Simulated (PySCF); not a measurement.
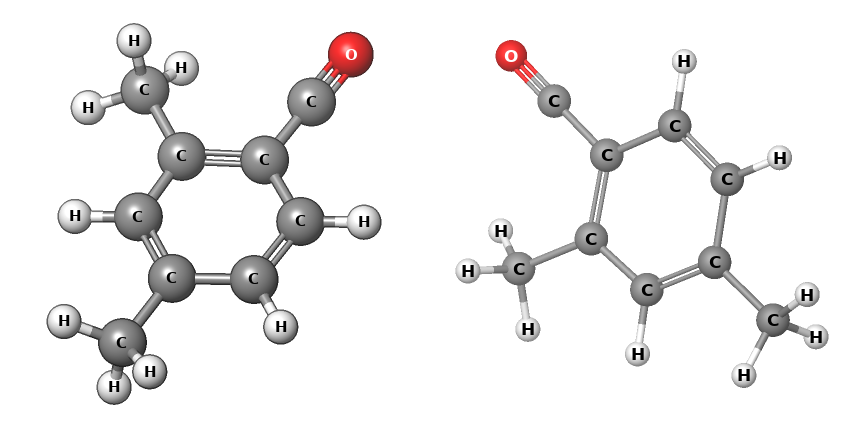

Two views of one molecule.

The species has charge +1 and is a spin singlet. Computed geometry: PBE0-D3(BJ)/def2-SVP optimisation. No frequency run is at hand to confirm it as a minimum.

Identify the structure.

The species is C9H9O(+). As SMILES it reads `Cc1ccc(C#[O+])c(C)c1`. Independent rings (smallest set): 1 of 6 members, 1 of them aromatic. This geometry has C1 symmetry. Coordination: 2 C tetrahedral; 6 C trigonal planar; 1 C linear.

More results for the same structure follow; atom numbers are the same in all pictures, views and colours differ.

### Geometry

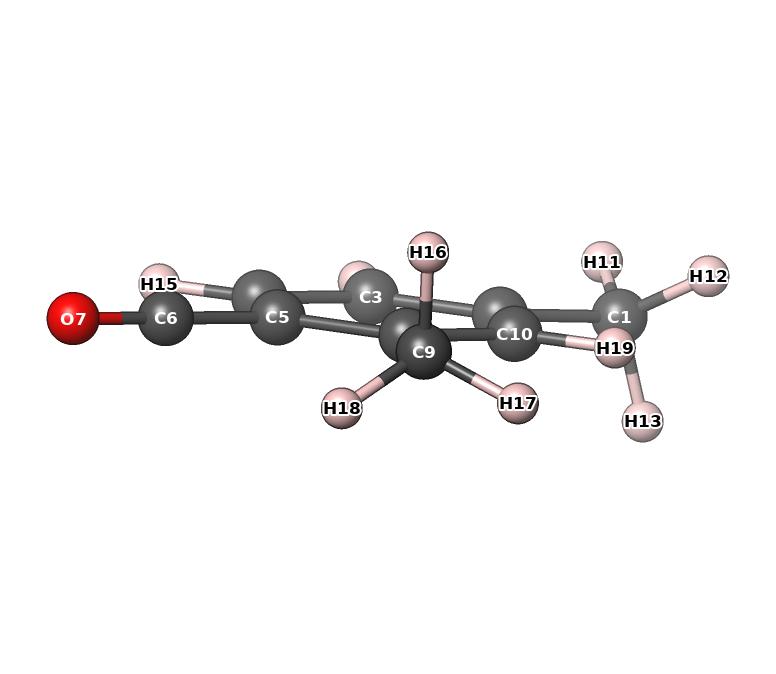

C8 lies behind C9. The molecule seen nearly along the C9–C8 bond, C9 in front. Atoms fade into the background with distance from the viewer. No frequency run is at hand to confirm it as a minimum.

What is the torsion angle H16–C9–C8–C5? The sign is positive where the front bond must turn clockwise to cover the back bond.

Answer. −84°, about perpendicular.

### NMR shielding

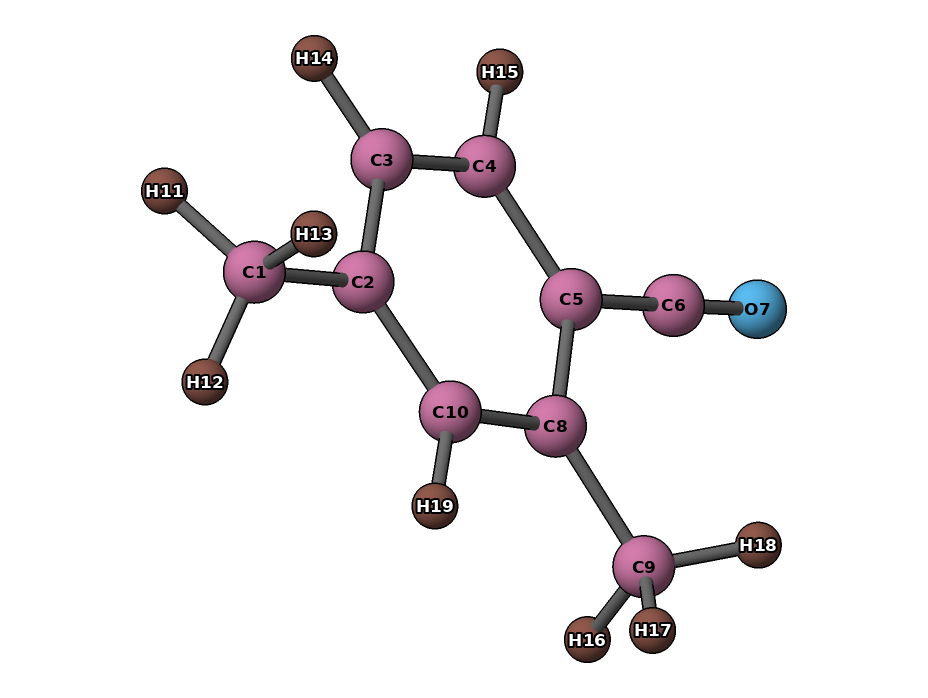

The questions are on isotropic NMR shieldings of the H atoms. No frequency run is at hand to confirm it as a minimum. Method: GIAO PBE0/pcSseg-1 NMR shielding, non-relativistic, IEF-PCM dimethylsulfoxide (PySCF 2.14.0).

Which H atom is the most shielded (lowest chemical shift)?

Answer. H11 (28.45 ppm).

Which H atom is the least shielded (highest chemical shift)?

Answer. H15 (22.50 ppm).

How wide is the range of H shifts?

Answer. 5.95 ppm.

Give the isotropic NMR shieldings of the H atoms atom by atom.

| atom | σ (ppm) |
| --- | --- |
| H11 | 28.45 |
| H12 | 28.37 |
| H13 | 28.11 |
| H14 | 23.26 |
| H15 | 22.50 |
| H16 | 28.07 |
| H17 | 28.18 |
| H18 | 28.43 |
| H19 | 23.22 |

### Charges

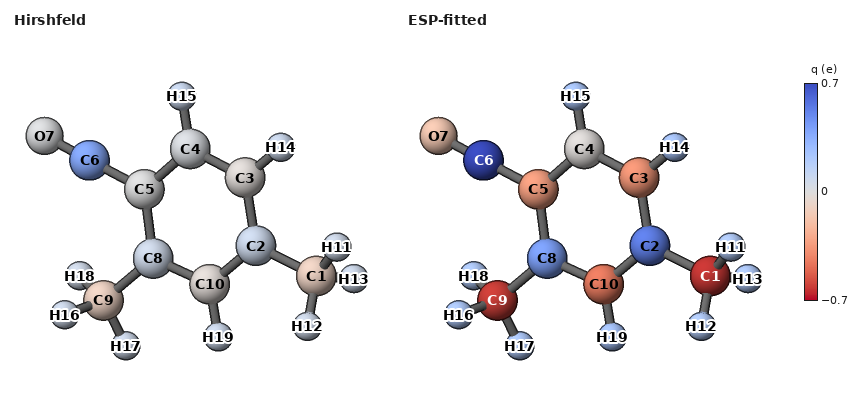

Atomic charges of one calculation by 2 schemes, on one colour scale. No frequency run is at hand to confirm it as a minimum. Level of theory: PBE0/pcSseg-1 in dichloromethane (IEF-PCM) (PySCF 2.14.0).

Which scheme gives the most polar picture (largest mean size of the charges)?

Answer. The ESP-fitted charges are the largest in size here.

On which atom do the schemes disagree most?

Answer. On C1 (from −0.62 to −0.09 e).

List the charges (e), one line for each set of equivalent atoms.

```
atom  Hirshfeld  ESP-fitted
  C1      −0.09       −0.62
  C2       0.08        0.53
  C3      −0.02       −0.36
  C4       0.02       −0.02
  C5       0.00       −0.33
  C6       0.37        0.70
  O7       0.01       −0.16
  C8       0.07        0.41
  C9      −0.10       −0.60
 C10      −0.02       −0.44
 H11       0.07        0.19
 H12       0.07        0.20
 H13       0.07        0.20
 H14       0.08        0.23
 H15       0.10        0.22
 H16       0.07        0.21
 H17       0.08        0.21
 H18       0.06        0.20
 H19       0.08        0.24
```

### Quadrupole coupling

No frequency run is at hand to confirm it as a minimum. Electric field gradients from the ground-state density, PBE0/pcSseg-1 in dichloromethane (IEF-PCM) (PySCF 2.14.0), non-relativistic apart from any core potentials.

Give the largest field-gradient component, the quadrupole coupling constant and the asymmetry for 17O at O7 (Q = −25.6 mb), 2H at H11 (Q = 2.86 mb), 2H at H12 (Q = 2.86 mb).

```
atom  V_zz (a.u.)  e²qQ/h (MHz)     η
  O7        0.500         −3.01  0.44
 H11        0.289         0.194  0.05
 H12        0.288         0.194  0.05
```

### Electronic properties

No frequency run is at hand to confirm it as a minimum. Level of theory: PBE0/pcSseg-1 in dimethylsulfoxide (IEF-PCM) (PySCF 2.14.0).

Estimate the HOMO–LUMO gap.

Answer. 4.92 eV.

What is the HOMO energy (Kohn–Sham orbital)?

Answer. −8.35 eV.
